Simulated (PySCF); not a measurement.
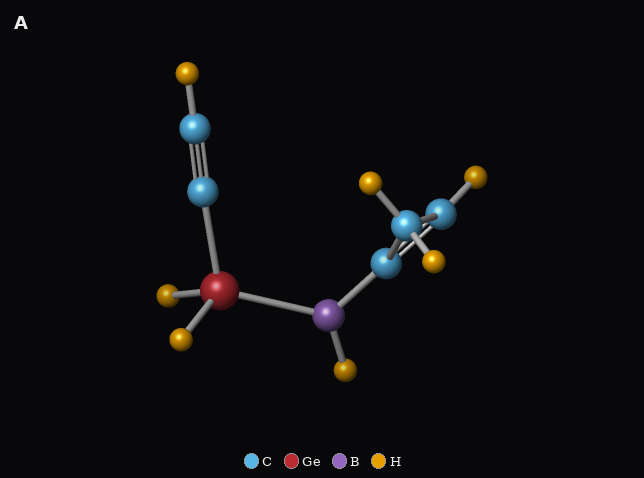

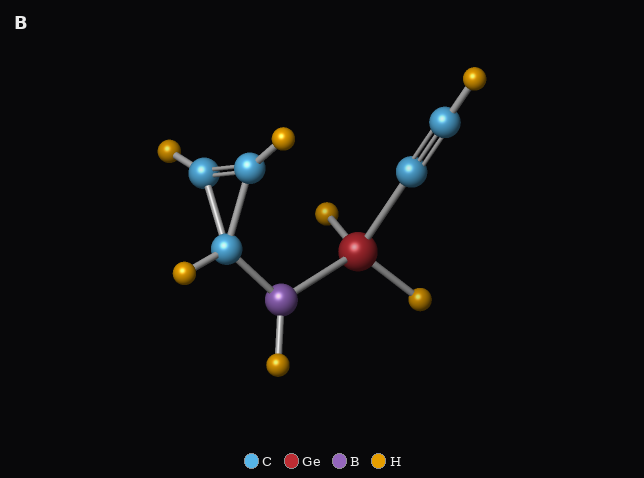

2 stationary structures of one formula. Geometries: GFN2-xTB. Electronic energies: CAM-B3LYP/def2-SVPD (PySCF 2.14.0), without zero-point energy. No frequency run is at hand to confirm each as a minimum. Each is one conformer, not always the lowest.

> Rank them by energy, lowest first.

A is lowest; B lies 7.6 kcal/mol above it. A is `C#[C][GeH2][BH]C1=CC1`, B is `C#[C][GeH2][BH]C1C=C1`.

The geometry is semi-empirical. Around B, Ge such bond lengths and angles can be off by a tenth of an ångström or more and by several degrees, and values that hang on the shape move with them.
